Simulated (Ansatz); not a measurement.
System: Ag₂As.

```
Ag As
1.0
     4.80531    0.00000    0.00000
    -2.40265    4.16152    0.00000
     0.00000    0.00000    2.84968
Ag As
2 1
Direct
  0.33333 0.66667 0.50000
  0.66667 0.33333 0.50000
  0.00000 0.00000 0.00000
```

Space group P6/mmm; a structure generated by program, which may or may not match a known phase; computed without spin polarisation.

All numbers below come from DFT PBE, scalar-relativistic, plane waves, PAW (Ansatz).

What can the converged valence pseudo-density and electron localisation function tell about the bonding?

Answer. Ag–Ag (2.77 Å): ρ at the midpoint is about 0.25 e/Å³; the ELF is about 0.15 at the midpoint; no localised pair shows between them.
Ag–As (3.12 Å): the density is about 0.16 e/Å³ at the midpoint; the ELF is about 0.20 at the midpoint.
Ag–Ag (2.85 Å): the density is about 0.22 e/Å³ at the midpoint; the ELF is about 0.15 at the midpoint: no shared electron pair shows on this line.

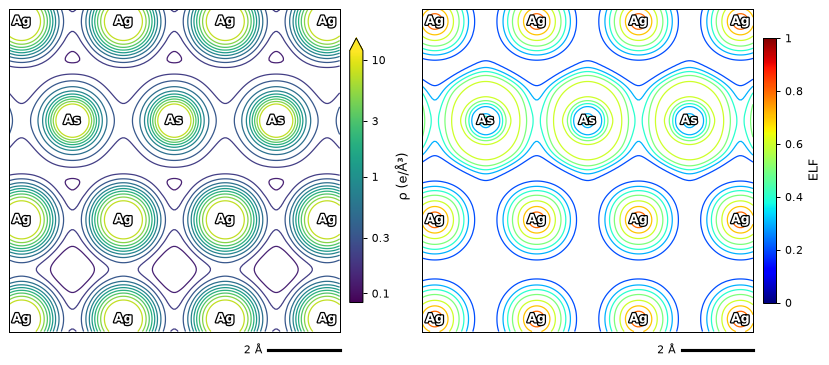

Computed valence pseudo-density and electron localisation function on the (110) plane of the conventional cell, in this order. 

The density is the valence pseudo-density of a PAW calculation; it isn't the true density close to the nuclei.
